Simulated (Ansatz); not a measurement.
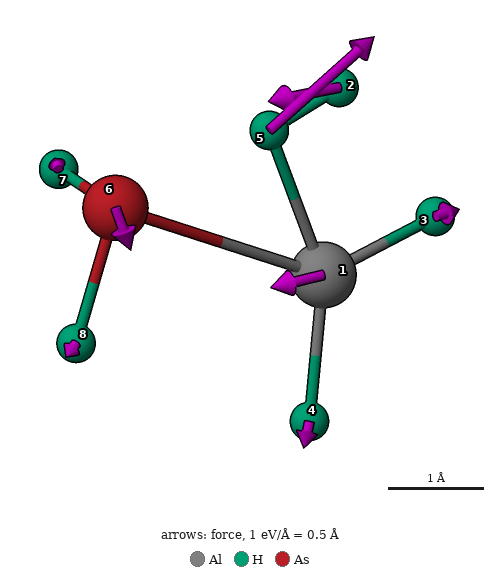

Starting geometry of AlAsH$_{6}$ with the computed forces as purple arrows. A ball-and-stick model, seen at a tilt.

The reaction that was planned forms Al1–As6, H2–H5 and breaks Al1–H2, H5–As6 (atoms numbered from 1 in input order).

Method: RKS PBE0-D4/def2-SVP (Ansatz 0.2.0). (held fixed: the distance between atoms 1 (Al) and 6 (As), the distance between atoms 2 (H) and 5 (H), the distance between atoms 1 (Al) and 2 (H), the distance between atoms 5 (H) and 6 (As), counting from 1; force threshold 0.04 eV/Å; at most 150 steps)

Is this structure relaxed? If not, where do the atoms go?

It isn't relaxed: the largest force vector, on H5, is 3.16 eV/Å. The final displacements have little in common with the starting forces (cosine between the two patterns −0.06). H3 moves most after the best rigid fit: 1.28 Å. By element the largest moves are H 1.28 Å, As 0.45 Å, Al 0.23 Å. Near-neighbour distances that change, for instance: Al1–H5 1.810 → 1.856 Å, Al1–H3 1.545 → 1.578 Å, Al1–H4 1.564 → 1.578 Å, As6–H8 1.513 → 1.523 Å. Among the angles between lasting bonds that change: H4–Al1–H5 149.6° → 109.9°, H3–Al1–As6 141.9° → 113.8°, H3–Al1–H4 113.0° → 131.7°. Over 10 accepted moves (11 points after the start) the energy falls by 1.341 eV. Largest force component: 0.57 eV/Å at the start, 0.0085 eV/Å at the end. The line search rejected the trial step at point 9 of the run. The run took of the order of 40 core-seconds on a shared host.
